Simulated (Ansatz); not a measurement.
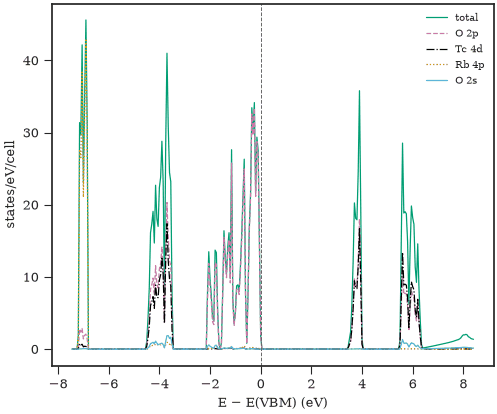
*Total and projected density of states of RbTcO$_{4}$ in space group I4_1/a (No. 88; Rb on 4a, Tc on 4b, O on 16f), LDA (plane waves, PAW; program Ansatz)*

**Question.** Which orbitals carry the states next to the gap?

**Answer.** Top 1 eV of the valence band: O 2p 97 %. Bottom 1 eV of the conduction band: O 2p 49 %, Tc 4d 47 %. Projections are on Löwdin-orthogonalised atomic valence shells; empty p or d shells of many metals are not among them.

**Question.** Where is the tallest occupied peak in this window, and what makes it?

**Answer.** Near -6.9 eV, about 46 states/eV per cell; the largest projected share is Rb 4p.

The workflow started from a Materials Project entry (that database holds measured and hypothetical structures alike); the Crystallography Open Database copy checked does not list it. Its standing as an ambient phase is unchecked. The LDA relaxation kept the symmetry of its start; its stability against distortions is not shown here. The run is not spin-polarised. Spin–orbit coupling is left out wherever it is not named.

Potentials: the later of the program's two PAW sets.
